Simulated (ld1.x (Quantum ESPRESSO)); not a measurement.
# Cu: generating and testing an RRKJ potential

Aim: build the potential from the settings below, then test how well it stands in for the atom: other configurations, scattering, ghost states and the plane-wave cutoff that it needs.

The numbers are computed with ld1.x (Quantum ESPRESSO) 7.5 (PBE, scalar-relativistic, spin-unpolarised reference atom).

### 1 Starting point

Typed settings, in words:

```json
{"element": "copper (Cu, Z = 29)", "type": "norm-conserving RRKJ (Kleinman–Bylander form)", "frozen core": "[Ar]", "valence charge": "11", "reference configuration": "3d10 4s1 4p0", "partial waves": "4p (bound, empty): rc 3.05 bohr; 3d (bound): rc 1.15 bohr; 4s (bound): rc 1.55 bohr", "local potential": "the s channel", "core correction": "not asked for"}
```

An earlier all-electron run gives the scale for the radii.

All-electron outer shells of the reference configuration (PBE, scalar-relativistic, ld1.x):

```
shell  level (eV)  outermost node (bohr)  outermost maximum (bohr)
   3s     -114.70                   0.29                      0.61
   3p      -72.14                   0.26                      0.62
   3d       -5.04                      –                      0.60
   4s       -4.61                   0.89                      2.27
   4p       -0.70                   0.97                      3.65
```

### 2 The generation run

Contents of Cu.in:

```
 &input
   title='Cu', zed=29., rel=1, dft='PBE', iswitch=3,
   config='[Ar] 3d10 4s1 4p0',
   nld=3, rlderiv=3.30, eminld=-2.0, emaxld=5.0, deld=0.02
 /
 &inputp
   pseudotype=2, tm=.false., rho0=0.005, lloc=0,
   nlcc=.false.,
   file_pseudopw='Cu.UPF', file_wfcaegen='ae.wfc', file_wfcncgen='nc.wfc', file_beta='beta', file_chi='chi'
 /
3
4P  2  1   0.00   0.00  3.05  3.05  0.0
3D  3  2  10.00   0.00  1.15  1.15  0.0
4S  1  0   1.00   0.00  1.55  1.55  0.0
 &test
   configts(1)='3d10 4s1 4p0'
 /
```

Started as:

```console
$ ld1.x < Cu.in > Cu.out
```

What the program wrote to Cu.out (without the banner and most projector matrices):

```text
     Program LD1 v.7.5
     --------------------------- All-electron run ----------------------------

     Cu
     scalar relativistic calculation

     atomic number is 29.00
     dft =PBE   lsd =0 sic =0 latt =0  beta=0.20 tr2=1.0E-14
     Exchange-correlation= PBE
                           (   1   4   3   4   0   0   0)
     mesh =1199 r(mesh) = 100.25372 a.u. xmin = -7.00 dx = 0.01250
     1 Ry =  13.60569312 eV, c = 137.03599908

     n l     nl                  e(Ry)          e(Ha)          e(eV)
     1 0     1S 1( 2.00)      -650.5489      -325.2745     -8851.1694
     2 0     2S 1( 2.00)       -78.0904       -39.0452     -1062.4738
     2 1     2P 1( 6.00)       -67.3965       -33.6983      -916.9763
     3 0     3S 1( 2.00)        -8.4305        -4.2153      -114.7030
     3 1     3P 1( 6.00)        -5.3024        -2.6512       -72.1430
     3 2     3D 1(10.00)        -0.3703        -0.1851        -5.0378
     4 0     4S 1( 1.00)        -0.3388        -0.1694        -4.6093
     4 1     4P 1( 0.00)        -0.0512        -0.0256        -0.6967

     final scf error:  5.3E-15 reached in  32 iterations

     Etot =   -3309.701531 Ry,   -1654.850765 Ha,  -45030.783357 eV

     Ekin =    3358.932341 Ry,    1679.466170 Ha,   45700.602648 eV
     Encl =   -7969.314771 Ry,   -3984.657386 Ha, -108428.051175 eV
     Eh   =    1435.751702 Ry,     717.875851 Ha,   19534.397054 eV
     Exc  =    -135.070802 Ry,     -67.535401 Ha,   -1837.731883 eV

     normalization and overlap integrals

     s(1S/1S) =  1.000000  <r> =   0.0521  <r2> =    0.0037  r(max) =   0.0341
     s(2S/2S) =  1.000000  <r> =   0.2352  <r2> =    0.0653  r(max) =   0.1960
     s(2P/2P) =  1.000000  <r> =   0.2064  <r2> =    0.0523  r(max) =   0.1585
     s(3S/3S) =  1.000000  <r> =   0.7119  <r2> =    0.5863  r(max) =   0.6112
     s(3P/3P) =  1.000000  <r> =   0.7494  <r2> =    0.6650  r(max) =   0.6189
     s(3D/3D) =  1.000000  <r> =   1.0474  <r2> =    1.5756  r(max) =   0.6036
     s(4S/4S) =  1.000000  <r> =   2.9362  <r2> =   10.2155  r(max) =   2.2710
     s(4P/4P) =  1.000000  <r> =   5.1791  <r2> =   33.4210  r(max) =   3.6517

     ------------------------ End of All-electron run ------------------------

     --------------------- Generating NC pseudopotential ---------------------

      Generating local pot.: lloc=0, matching radius rcloc =   1.5500

      Wfc   4P  rcut= 3.027  Estimated cut-off energy=       18.80 Ry
      This function has    0 nodes for 0 < r <    3.027

      Wfc   3D  rcut= 1.142  Estimated cut-off energy=      178.98 Ry
      This function has    0 nodes for 0 < r <    1.142

     ------------------- End of pseudopotential generation -------------------

     [... the all-electron block is printed once more ...]


     Computing logarithmic derivative in   3.28371
     Computing logarithmic derivative in   3.28371
     Computing the partial wave expansion
       no projector for channel:   0
     R is outside the sphere for l=    1 j= 0.00
     R is outside the sphere for l=    2 j= 0.00

     ---------------------- Testing the pseudopotential ----------------------

     Cu
     scalar relativistic calculation

     atomic number is 29.00   valence charge is 11.00
     dft =PBE   lsd =0 sic =0 latt =0  beta=0.20 tr2=1.0E-14
     mesh =1199 r(mesh) = 100.25372 xmin = -7.00 dx = 0.01250

     n l     nl             e AE (Ry)        e PS (Ry)    De AE-PS (Ry)
     3 2     3D   1(10.00)       -0.37027       -0.37027        0.00000
     1 0     4S   1( 1.00)       -0.33878       -0.33878       -0.00000
     2 1     4P   1( 0.00)       -0.05121       -0.05121        0.00000

     eps = 5.9E-15  iter = 16

     Etot =   -3309.701531 Ry,   -1654.850765 Ha,  -45030.783357 eV
     Etotps =   -96.883281 Ry,     -48.441641 Ha,   -1318.164191 eV

     Ekin =     145.185194 Ry,      72.592597 Ha,    1975.345198 eV
     Encl =    -172.442800 Ry,     -86.221400 Ha,   -2346.203812 eV
     Ehrt =      97.475519 Ry,      48.737759 Ha,    1326.221998 eV
     Ecxc =     -15.679451 Ry,      -7.839725 Ha,    -213.329799 eV
     Epseu=    -151.421744 Ry,     -75.710872 Ha,   -2060.197776 eV

     ---------------------- End of pseudopotential test ----------------------
```

Wall time 1.2 s (1 thread of Neoverse-V2, shared host). This counts the later configuration tests of the new file too.

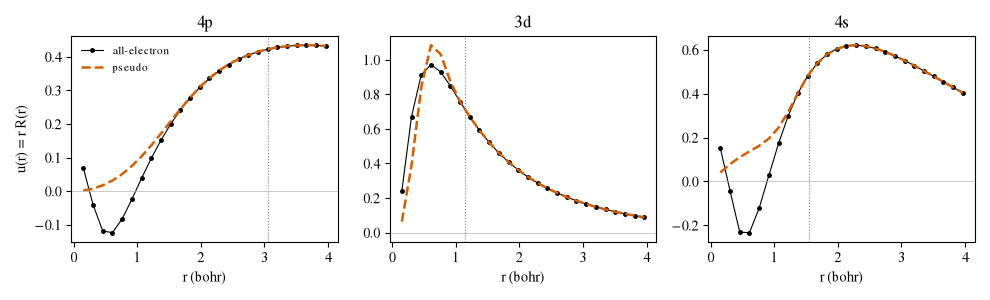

All-electron and pseudo partial waves (4p, 3d, 4s), with the matching radii dotted. The curves join 26 sampled radii, too few to resolve the innermost nodes.

### 3 Testing the new file in other configurations

Contents of Cu.test.in:

```
 &input
   title='Cu', zed=29., rel=1, dft='PBE', iswitch=2,
   config='[Ar] 3d10 4s1 4p0'
 /
 &test
   file_pseudo='Cu.UPF', nconf=8,
   configts(1)='3d10 4s1 4p0',
   configts(2)='3d10 4s0 4p0',
   configts(3)='3d9 4s0 4p0',
   configts(4)='3d8 4s0 4p0',
   configts(5)='3d9 4s1 4p1',
   configts(6)='3d9 4s2 4p0',
   configts(7)='3d10 4s0.5 4p0',
   configts(8)='3d9 4s1 4p0'
 /
```

Started as:

```console
$ ld1.x < Cu.test.in > Cu.test.out
```

Cu.test.out, the pseudopotential blocks, each with the warnings that came before it:

```text
     ---------------------- Testing the pseudopotential ----------------------

     Cu
     scalar relativistic calculation

     atomic number is 29.00   valence charge is 11.00
     dft =PBE   lsd =0 sic =0 latt =0  beta=0.20 tr2=1.0E-14
     mesh =1199 r(mesh) = 100.25372 xmin = -7.00 dx = 0.01250

     n l     nl             e AE (Ry)        e PS (Ry)    De AE-PS (Ry)
     3 2     3D   1(10.00)       -0.37027       -0.37027        0.00000
     1 0     4S   1( 1.00)       -0.33878       -0.33878       -0.00000
     2 1     4P   1( 0.00)       -0.05121       -0.05121        0.00000

     eps = 4.8E-15  iter = 32

     Etot =   -3309.701531 Ry,   -1654.850765 Ha,  -45030.783357 eV
     Etotps =   -96.883281 Ry,     -48.441640 Ha,   -1318.164188 eV

     Ekin =     145.185194 Ry,      72.592597 Ha,    1975.345198 eV
     Encl =    -172.442799 Ry,     -86.221400 Ha,   -2346.203810 eV
     Ehrt =      97.475519 Ry,      48.737759 Ha,    1326.221995 eV
     Ecxc =     -15.679451 Ry,      -7.839725 Ha,    -213.329798 eV
     Epseu=    -151.421743 Ry,     -75.710872 Ha,   -2060.197773 eV

     ---------------------- End of pseudopotential test ----------------------

     ---------------------- Testing the pseudopotential ----------------------

     Cu
     [...]
     n l     nl             e AE (Ry)        e PS (Ry)    De AE-PS (Ry)
     3 2     3D   1(10.00)       -1.00387       -0.99708       -0.00679  !
     1 0     4S   1( 0.00)       -0.87409       -0.87268       -0.00140
     2 1     4P   1( 0.00)       -0.48142       -0.48097       -0.00044

     eps = 6.0E-15  iter = 14

     Etot =   -3309.102669 Ry,   -1654.551334 Ha,  -45022.635421 eV
     Etotps =   -96.284715 Ry,     -48.142358 Ha,   -1310.020288 eV
     dEtot_ae =       0.598862 Ry
     dEtot_ps =       0.598566 Ry,   Delta E=       0.000297 Ry

     [...]
     ---------------------- End of pseudopotential test ----------------------

     Warning: n=3, l=2 expected 0 nodes, found 1
     ---------------------- Testing the pseudopotential ----------------------

     Cu
     [...]
     n l     nl             e AE (Ry)        e PS (Ry)    De AE-PS (Ry)
     3 2     3D   1( 9.00)       -2.17762       -2.20922        0.03160  !
     1 0     4S   1( 0.00)       -1.64243       -1.63643       -0.00600  !
     2 1     4P   1( 0.00)       -1.12816       -1.11649       -0.01167  !

     eps = 2.2E-15  iter = 12

     Etot =   -3307.534761 Ry,   -1653.767381 Ha,  -45001.302955 eV
     Etotps =   -94.708247 Ry,     -47.354123 Ha,   -1288.571341 eV
     dEtot_ae =       2.166770 Ry
     dEtot_ps =       2.175034 Ry,   Delta E=      -0.008265 Ry

     [...]
     ---------------------- End of pseudopotential test ----------------------

     ---------------------- Testing the pseudopotential ----------------------

     Cu
     [...]
     n l     nl             e AE (Ry)        e PS (Ry)    De AE-PS (Ry)
     3 2     3D   1( 8.00)       -3.59499       -3.70548        0.11050  !
     1 0     4S   1( 0.00)       -2.53770       -2.54959        0.01189  !
     2 1     4P   1( 0.00)       -1.91536       -1.88789       -0.02747  !

     eps = 8.2E-15  iter = 11

     Etot =   -3304.666857 Ry,   -1652.333428 Ha,  -44962.283127 eV
     Etotps =   -91.771609 Ry,     -45.885805 Ha,   -1248.616351 eV
     dEtot_ae =       5.034674 Ry
     dEtot_ps =       5.111672 Ry,   Delta E=      -0.076998 Ry

     [...]
     ---------------------- End of pseudopotential test ----------------------

     ---------------------- Testing the pseudopotential ----------------------

     Cu
     [...]
     n l     nl             e AE (Ry)        e PS (Ry)    De AE-PS (Ry)
     3 2     3D   1( 9.00)       -0.85163       -0.88946        0.03783  !
     1 0     4S   1( 1.00)       -0.52491       -0.52446       -0.00045
     2 1     4P   1( 1.00)       -0.15499       -0.15320       -0.00179

     eps = 3.6E-15  iter = 24

     Etot =   -3309.200967 Ry,   -1654.600483 Ha,  -45023.972836 eV
     Etotps =   -96.366515 Ry,     -48.183257 Ha,   -1311.133227 eV
     dEtot_ae =       0.500564 Ry
     dEtot_ps =       0.516766 Ry,   Delta E=      -0.016202 Ry

     [...]
     ---------------------- End of pseudopotential test ----------------------

     ---------------------- Testing the pseudopotential ----------------------

     Cu
     [...]
     n l     nl             e AE (Ry)        e PS (Ry)    De AE-PS (Ry)
     3 2     3D   1( 9.00)       -0.69958       -0.73148        0.03190  !
     1 0     4S   1( 2.00)       -0.42717       -0.42452       -0.00265
     2 1     4P   1( 0.00)       -0.08609       -0.08335       -0.00274

     eps = 4.8E-15  iter = 25

     Etot =   -3309.556741 Ry,   -1654.778371 Ha,  -45028.813395 eV
     Etotps =   -96.723055 Ry,     -48.361528 Ha,   -1315.984206 eV
     dEtot_ae =       0.144790 Ry
     dEtot_ps =       0.160226 Ry,   Delta E=      -0.015436 Ry

     [...]
     ---------------------- End of pseudopotential test ----------------------

     ---------------------- Testing the pseudopotential ----------------------

     Cu
     [...]
     n l     nl             e AE (Ry)        e PS (Ry)    De AE-PS (Ry)
     3 2     3D   1(10.00)       -0.67108       -0.66826       -0.00282
     1 0     4S   1( 0.50)       -0.59517       -0.59497       -0.00019
     2 1     4P   1( 0.00)       -0.25132       -0.25138        0.00006

     eps = 5.1E-15  iter = 33

     Etot =   -3309.469123 Ry,   -1654.734561 Ha,  -45027.621283 eV
     Etotps =   -96.650866 Ry,     -48.325433 Ha,   -1315.002025 eV
     dEtot_ae =       0.232408 Ry
     dEtot_ps =       0.232415 Ry,   Delta E=      -0.000007 Ry

     [...]
     ---------------------- End of pseudopotential test ----------------------

     ---------------------- Testing the pseudopotential ----------------------

     Cu
     [...]
     n l     nl             e AE (Ry)        e PS (Ry)    De AE-PS (Ry)
     3 2     3D   1( 9.00)       -1.38593       -1.41669        0.03076  !
     1 0     4S   1( 1.00)       -0.99920       -0.99585       -0.00335
     2 1     4P   1( 0.00)       -0.56486       -0.55903       -0.00583  !

     eps = 5.7E-15  iter = 30

     Etot =   -3308.850568 Ry,   -1654.425284 Ha,  -45019.205425 eV
     Etotps =   -96.019765 Ry,     -48.009883 Ha,   -1306.415460 eV
     dEtot_ae =       0.850962 Ry
     dEtot_ps =       0.863516 Ry,   Delta E=      -0.012553 Ry

     [...]
     ---------------------- End of pseudopotential test ----------------------
```

Excitation and ionisation energies from 3d10 4s1 4p0, with the error of the potential. A star marks tests that logged a warning.

| valence configuration | charge | ΔE all-electron (eV) | error AE − PS (meV) |
| --- | --- | --- | --- |
| 3d10 4s0 4p0 | +1 | 8.148 | +4.0 |
| 3d9 4s0 4p0 * | +2 | 29.480 | -112 |
| 3d8 4s0 4p0 | +3 | 68.500 | -1048 |
| 3d9 4s1 4p1 | 0 | 6.811 | -220 |
| 3d9 4s2 4p0 | 0 | 1.970 | -210 |
| 3d10 4s0.5 4p0 | +0.5 | 3.162 | -0.1 |
| 3d9 4s1 4p0 | +1 | 11.578 | -171 |

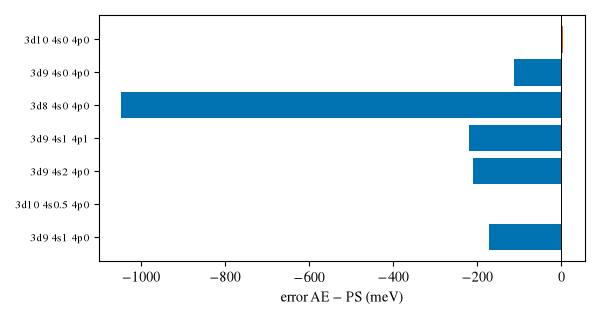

Error of the potential in each test configuration.

### 4 Logarithmic derivatives

Taken from the files of the generation run. The phase is arctan(r·u′/u) with u = r·R, unwrapped, with energies in Ry. A pole is an energy at which the radial function vanishes at the test radius. The pseudo phase is shifted by a multiple of π to meet the all-electron one at the reference energy. Levels narrower than the energy grid can be missing from the poles. The last column is the largest difference on the grid between −1 and +1 Ry.

| channel | radius (bohr) | reference (Ry) | poles AE | poles PS | energies with phases within 0.05 rad (Ry) | largest difference near zero (rad) |
| --- | --- | --- | --- | --- | --- | --- |
| s | 3.28 | -0.34 | 0.28, 4.70 | 0.27, 3.72 | below 1.5 | 0.008 |
| p | 3.28 | -0.05 | 1.04 | 1.04 | below 2.7 | 0.001 |
| d | 3.28 | -0.37 | -0.34, 2.46 | -0.34, 2.74 | below 0.6 | 0.157 |

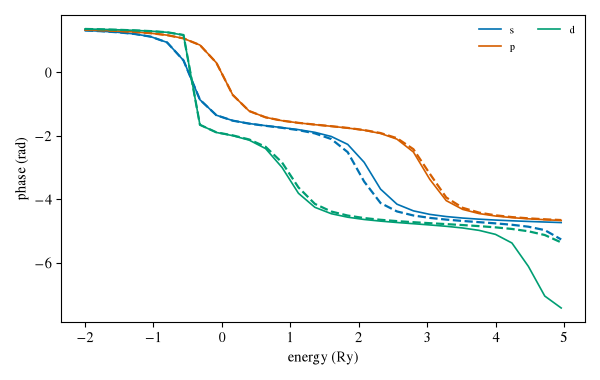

Phases by channel: all-electron solid, pseudo dashed.

### 5 Plane-wave convergence, by spherical Bessel functions

This step uses the generator's waves and projectors in a separate script. Basis: spherical Bessel functions vanishing at 20 bohr, q² up to the cutoff; potential fixed at the reference.

All-electron valence levels (Ry): 4p -0.0512, 3d -0.3703, 4s -0.3388. The lowest levels of each channel (Ry) by cutoff; the last column sums, over occupied levels, occupation times the distance from the level at 400 Ry. A positive value is a state of the box, at any cutoff.

```
cutoff (Ry)     p #1     d #1     s #1    f #1  Σ f·Δε (mRy)
          8  -0.0503   0.0632  -0.3202  0.1122        4353.9
         18  -0.0511   0.0632  -0.3274  0.1122        4346.8
         30  -0.0511   0.0632  -0.3367  0.1122        4337.3
         50  -0.0511   0.0630  -0.3379  0.1122        4333.7
         70  -0.0511   0.0591  -0.3386  0.1122        4294.0
        110  -0.0511  -0.3492  -0.3387  0.1122         211.3
        140  -0.0511  -0.3697  -0.3387  0.1122           6.0
        160  -0.0511  -0.3698  -0.3388  0.1122           5.2
        200  -0.0511  -0.3703  -0.3388  0.1122           0.6
        260  -0.0511  -0.3703  -0.3388  0.1122           0.3
        400  -0.0511  -0.3703  -0.3388  0.1122           0.0
```

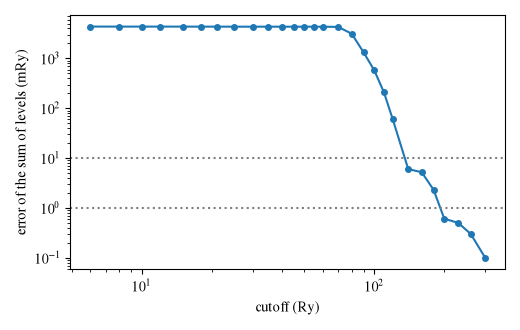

Occupation-weighted error of the valence levels against the cutoff; the dotted lines mark 10 and 1 mRy.

The sum stays within 10 mRy from 140 Ry and within 1 mRy from 200 Ry. The sum leaves out empty levels, which can need more. Ghost test: no level below the all-electron spectrum of its channel (p, d, s, f tested).

### 6 Outcome

| quantity | value |
| --- | --- |
| cutoffs for 10 and 1 mRy, occupied levels | 140 Ry and 200 Ry |
| bound ghosts | none found |
| largest test error (AE − PS) | -1048 meV, for 3d8 4s0 4p0 |
| largest phase difference near zero energy, channels read | 0.157 rad |

What this shows: The worst test, 3d8 4s0 4p0, is off by 1048 meV on 68.5 eV; by total energies transferability rates as poor. The potential is very hard: the looser tolerance needs 140 Ry. The slowest level is 3d: taken alone it needs 140 Ry to come within 1 mRy, against 50 Ry for 4s. It is free of bound ghosts as far as tested. The d channel scatters worst near zero energy, by up to 0.16 rad. All of this concerns the isolated atom, not yet a solid.
